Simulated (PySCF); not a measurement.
**H2F3−, an ion with solvent molecules: structure**

Aim: the structure of `F[H-]F` with `F`.

Computed with PySCF 2.14.0; each step states its level. No surroundings beyond the atoms listed, unless a continuum is named. Atoms count from 0, parts from 1.

## 1. Starting point

5 atoms, charge -1, multiplicity 1; geometry: GFN2-xTB. Parts: 1 = atoms 0–2, `F[H-]F`, charge -1; 2 = atoms 3–4, `F`, charge 0.

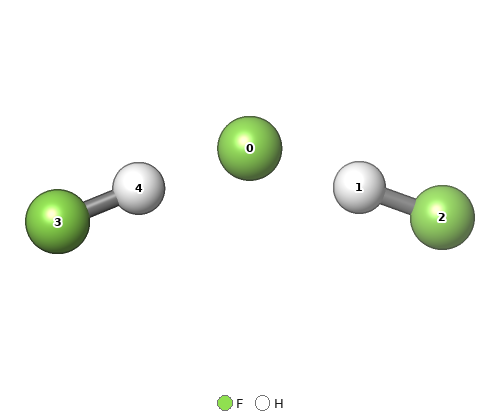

The starting geometry (fluorine green, hydrogen white), atoms numbered.

## 2. Geometry optimisation at PBE0-D3(BJ)/def2-TZVPD

Job settings and geometry (Å):

```
{"job": {"xc": "PBE0", "basis": "def2-TZVPD", "d3": "d3bj", "grid": 3, "kind": "geom", "shake": 0.01}, "charge": -1, "multiplicity": 1, "parts": [{"atoms": "0-2", "charge": -1, "multiplicity": 1}, {"atoms": "3-4", "charge": 0, "multiplicity": 1}]}
F     -0.786558    -0.621100    -0.494279
H      0.250749     0.037663    -0.002241
F      1.040294     0.527829     0.372625
F     -1.277670    -2.193558    -2.148867
H     -1.093356    -1.511637    -1.445845
```

Command:

```sh
OMP_NUM_THREADS=1 python cluster_run.py task.json out
```

This one command runs all jobs of the session in turn.

Output:

```text
step   0  E = -300.70705767  max force = 0.006031
step   1  E = -300.70758149  max force = 0.002627
step   2  E = -300.70612299  max force = 0.014170
step   3  E = -300.70747783  max force = 0.005508
step   4  E = -300.70767805  max force = 0.000656
step   5  E = -300.70766725  max force = 0.001141
step   6  E = -300.70768246  max force = 0.000377
optimisation converged
```

Run time: 45 s. Hardware: 1 thread of Arm Neoverse N1, shared host; peak memory 0.55 GiB.

Step by step: (the energy doesn't fall at every step)

| step | energy from step 0 (eV) | largest force component (eV/Å) |
| --- | --- | --- |
| 0 | 0.0000 | 0.3101 |
| 1 | -0.0143 | 0.1351 |
| 2 | 0.0254 | 0.7287 |
| 3 | -0.0114 | 0.2832 |
| 4 | -0.0169 | 0.0337 |
| 5 | -0.0166 | 0.0587 |
| 6 | -0.0170 | 0.0194 |

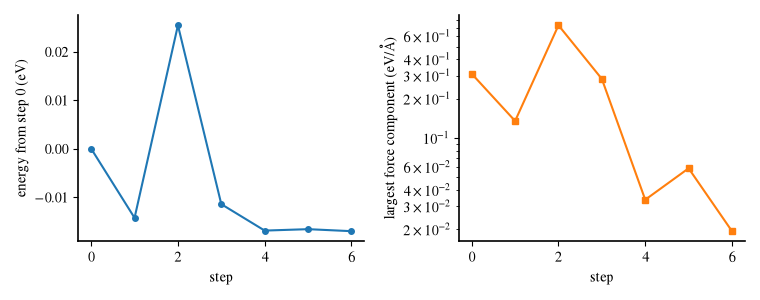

Energy and force, step by step.

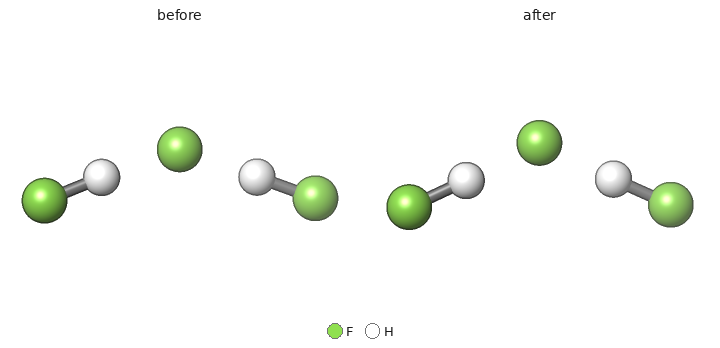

Before and after, at one scale.

Close pairs (by a distance rule), those that changed most:

| bond | before (Å) | after (Å) | change (Å) |
| --- | --- | --- | --- |
| F3–H4 | 0.997 | 1.014 | +0.017 |
| H1–F2 | 1.002 | 1.013 | +0.011 |

Final coordinates:

```
F    -0.9175   -0.6082   -0.4226
H     0.2038   -0.0069   -0.0344
F     1.0400    0.4666    0.2847
F    -1.1973   -2.1572   -2.1545
H    -1.0548   -1.4860   -1.4079
```

| at the end point | value |
| --- | --- |
| point group (found at 0.08 Å tolerance) | C2v |
| rotational constants (GHz, main isotopes) | 38.990, 2.933, 2.728 |

Contacts at the end point (a selection, picked against the atoms' radii; other short pairs can be missing):

| atoms | distance (Å) | kind (by distance and angle) | angle (°) |
| --- | --- | --- | --- |
| H4···F0 | 1.33 | hydrogen bond | 178 |

Against the parts relaxed at this level the binding energy is -29.85 kcal/mol, without counterpoise.

## 3. Summary of results

| quantity | value |
| --- | --- |
| point group | C2v |
| rotational constants (main isotopes) | 38.99, 2.93, 2.73 GHz |

**Reading.** Over 6 steps the energy fell by 0.017 eV; of the close pairs, F3–H4 changed most, 0.997 to 1.014 Å.
